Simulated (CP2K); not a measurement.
# GFN0-xTB run of GaH2OF (SMILES [OH][GaH][F])

Aim: the energy change on altering one bond length of GaH2OF at GFN0-xTB, from 2 runs. 

The results are computed with CP2K 2026.2.

2 further runs of the same task are left out: 1 that didn't finish, 1 set aside as unsound or not needed.

### 1 The structure to begin with

GaH2OF: 5 atoms, total charge 0, spin state singlet. As SMILES, `[OH][GaH][F]`. Geometry: relaxed at PBE0-D4/def2-TZVP. This is one conformer, not always the lowest.

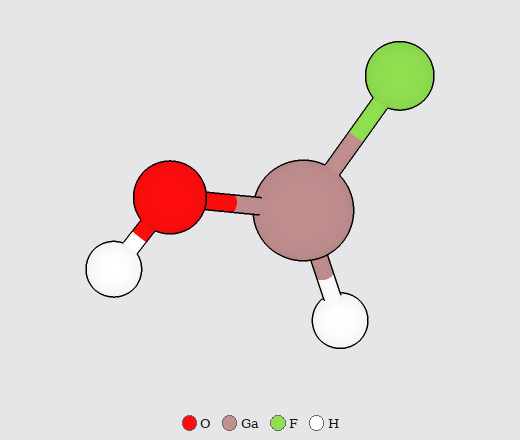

The structure, seen from a chosen angle (oxygen red, gallium pink, fluorine green, hydrogen white).

### 2 Energy and gradient at GFN0-xTB

mol.inp

```
&FORCE_EVAL
    METHOD QS
    &DFT
        &QS
            METHOD XTB
            EPS_DEFAULT 1.0E-10
            &XTB
                GFN_TYPE 0
                CHECK_ATOMIC_CHARGES F
            &END XTB
        &END QS
        &POISSON
            PERIODIC NONE
            POISSON_SOLVER ANALYTIC
        &END POISSON
        # self-consistent field
        &SCF
            SCF_GUESS ATOMIC
            EPS_SCF 1.0E-06
            MAX_SCF 150
            ADDED_MOS 4
            &DIAGONALIZATION
                ALGORITHM STANDARD
            &END DIAGONALIZATION
            &MIXING
                METHOD DIRECT_P_MIXING
                ALPHA 0.4
            &END MIXING
            &SMEAR ON
                METHOD FERMI_DIRAC
                ELECTRONIC_TEMPERATURE [K] 300
            &END SMEAR
        &END SCF
        # extra output
        &PRINT
            &MOMENTS
                PERIODIC F
                REFERENCE COM
                MAX_MOMENT 1
            &END MOMENTS
            &MO ON
                ENERGIES T
                OCCUPATION_NUMBERS T
                NDIGITS 6
                &EACH
                    QS_SCF 0
                &END EACH
                ADD_LAST NUMERIC
            &END MO
            &HIRSHFELD OFF
            &END HIRSHFELD
        &END PRINT
    &END DFT
    # structure
    &SUBSYS
        # vacuum box
        &CELL
            ABC 14.8 15.2 13.8
            PERIODIC NONE
        &END CELL
        &COORD
            O      6.090400     6.832750     6.596350
            Ga     7.604500     7.701950     6.895750
            F      7.659100     9.199250     5.998950
            H      6.010200     6.000750     7.067350
            H      8.789800     7.298850     7.801050
        &END COORD
    &END SUBSYS
    &PRINT
        &FORCES ON
        &END FORCES
    &END PRINT
&END FORCE_EVAL
&GLOBAL
    PROJECT mol
    RUN_TYPE ENERGY_FORCE
    PRINT_LEVEL MEDIUM
&END GLOBAL
```

Run with:

```console
$ OMP_NUM_THREADS=1 cp2k.psmp -i mol.inp -o mol.out
```

The program printed:

```text
CP2K| version string:                                       CP2K version 2026.2
[...]
 GLOBAL| Method name                                                        CP2K
[...]
 GLOBAL| Run type                                                   ENERGY_FORCE
[...]
                             - Atoms:                                          5
[...]
                             - Spherical basis functions:                     21
[...]
 Number of electrons:                                                         18
[...]
  Fermi energy:                                                -0.27716390896705
[...]
 TB_DIPOLE| Moment [Debye]          1.88443984      -1.69936874       2.09454061
 TB_DIPOLE| Derivative [a.u.]       0.00000000       0.00000000       0.00000000
[...]
 ENERGY| Total FORCE_EVAL ( QS ) energy [hartree]             -9.513091094936632
 FORCES| Atomic forces [hartree/bohr]
 FORCES|   Atom     x               y               z               |f|
 FORCES|      1  3.46066343E-03 -2.57210492E-03  3.50874987E-03   5.55906834E-03
 FORCES|      2  3.21454500E-03 -2.11662068E-03  3.08904326E-03   4.93513636E-03
 FORCES|      3 -5.70825537E-05  1.87854988E-04 -1.48223448E-04   2.46004279E-04
 FORCES|      4 -2.85155264E-03  2.14551527E-03 -2.90733556E-03   4.60295430E-03
 FORCES|      5 -3.76657324E-03  2.35535535E-03 -3.54223412E-03   5.68174228E-03
 FORCES| Sum     1.60461922E-17  2.68882139E-17 -4.38017678E-17
 FORCES| Total atomic force                                       5.38428379E-17
[...]
```

It took 1.1 s on 1 thread of Intel Xeon Platinum 8375C at 2.90GHz (Ice Lake), shared host; peak memory 0.18 GiB.

### 3 The distorted shape

gas.inp

```
&global
   project gas
   run_type ENERGY_FORCE
   print_level MEDIUM
&end
&force_eval
   method QUICKSTEP
   &dft
      charge 0
      multiplicity 1
      &qs
         method XTB
         eps_default 1.0E-10
         &xtb
            gfn_type 0
            check_atomic_charges F
         &end
      &end
      &poisson
         periodic NONE
         poisson_solver ANALYTIC
      &end
      # self-consistent field
      &scf
         scf_guess ATOMIC
         eps_scf 1.0E-06
         max_scf 150
         added_mos 4
         &diagonalization
            algorithm STANDARD
         &end
         &mixing
            method DIRECT_P_MIXING
            alpha 0.4
         &end
         &smear ON
            method FERMI_DIRAC
            electronic_temperature [K] 300
         &end
      &end
      &print
         &moments
            periodic F
            reference COM
            max_moment 1
         &end
         &mo ON
            energies T
            occupation_numbers T
            ndigits 6
            &each
               qs_scf 0
            &end
            add_last NUMERIC
         &end
         &hirshfeld OFF
         &end
      &end
   &end
   # atoms, cell and kinds
   &subsys
      # vacuum box
      &cell
         abc [angstrom] 14.8 15.1 13.8
         periodic NONE
      &end
      &coord
         O      6.086390     6.741158     6.596350
         Ga     7.600490     7.610358     6.895750
         F      7.655090     9.107658     5.998950
         H      6.014210     5.992342     7.020258
         H      8.785791     7.207258     7.801050
      &end
   &end
   # extra output
   &print
      &forces ON
      &end
   &end
&end
```

Run with:

```console
$ OMP_NUM_THREADS=1 cp2k.psmp -i gas.inp -o gas.out
```

The program printed:

```text
CP2K| version string:                                       CP2K version 2026.2
[...]
 GLOBAL| Method name                                                        CP2K
[...]
 GLOBAL| Run type                                                   ENERGY_FORCE
[...]
                             - Atoms:                                          5
[...]
                             - Spherical basis functions:                     21
[...]
 Number of electrons:                                                         18
[...]
  Fermi energy:                                                -0.27773308243004
[...]
 TB_DIPOLE| Moment [Debye]          1.96878496      -1.62047960       2.09234328
 TB_DIPOLE| Derivative [a.u.]       0.00000000       0.00000000       0.00000000
[...]
 ENERGY| Total FORCE_EVAL ( QS ) energy [hartree]             -9.504370922952528
 FORCES| Atomic forces [hartree/bohr]
 FORCES|   Atom     x               y               z               |f|
 FORCES|      1  1.47566217E-02  9.98427146E-02 -5.36807975E-02   1.14315150E-01
 FORCES|      2  2.49127867E-03 -2.35798370E-03  2.83828430E-03   4.45223700E-03
 FORCES|      3  1.31731307E-05  3.94698117E-04 -2.37399597E-04   4.60780537E-04
 FORCES|      4 -1.35524262E-02 -1.00225523E-01  5.45843601E-02   1.14927264E-01
 FORCES|      5 -3.70864735E-03  2.34609404E-03 -3.50444730E-03   5.61599264E-03
 FORCES| Sum     2.38524478E-17 -7.41594286E-17  9.97465999E-18
 FORCES| Total atomic force                                       7.85369592E-17
[...]
```

Wall time 1.2 s (1 thread of Intel Xeon Platinum 8375C at 2.90GHz (Ice Lake), shared host); peak memory 0.19 GiB.

### 4 Results

Level: GFN0-xTB.

| quantity | value |
| --- | --- |
| first shape: total energy | -9.51309 Eh |
| first shape: dipole moment (from atomic charges alone) | 3.29 D |
| first shape: HOMO energy | -11.87 eV |
| first shape: LUMO energy | -6.65 eV |
| first shape: HOMO–LUMO gap | 5.22 eV |
| first shape: dispersion energy | -1.84 kJ/mol |
| first shape: largest force on an atom | 0.292 eV/Å |
| distorted shape: total energy | -9.50437 Eh |
| distorted shape: dipole moment (from atomic charges alone) | 3.30 D |
| distorted shape: HOMO energy | -11.86 eV |
| distorted shape: LUMO energy | -6.66 eV |
| distorted shape: HOMO–LUMO gap | 5.20 eV |
| distorted shape: dispersion energy | -1.83 kJ/mol |
| distorted shape: largest force on an atom | 5.910 eV/Å |
| energy change with the O1–H4 bond shortened from 0.959 to 0.864 Å | 0.237 eV |

With the O1–H4 bond shortened from 0.959 to 0.864 Å the energy rises by 0.24 eV (5.5 kcal/mol). The first shape isn't relaxed at this level, so the change isn't measured from a minimum. The largest force (first shape) is 0.29 eV/Å: the shape isn't a stationary point for this species at this level. The dipole (first shape) comes from point charges on the atoms alone, without atomic dipoles, so it is partial. The dipole (distorted shape) comes from point charges on the atoms alone, without atomic dipoles, so it is partial.
